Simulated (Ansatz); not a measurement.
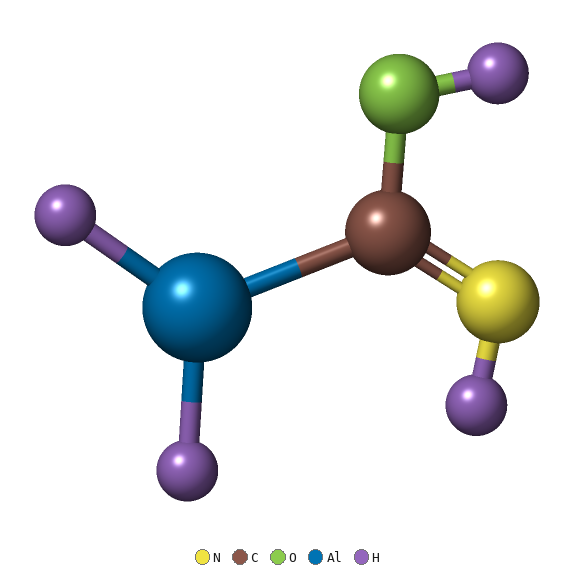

Computed geometry: PBE-D4/def2-SVP optimisation. No frequency run is at hand to confirm it as a minimum.

Give the structural formula.

SMILES: [H]/N=[C](/O)[AlH2]

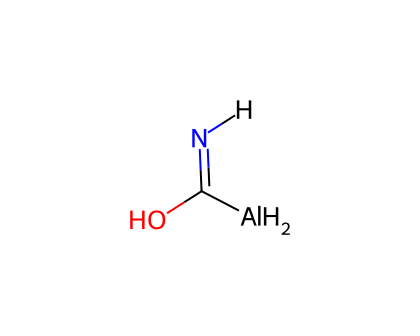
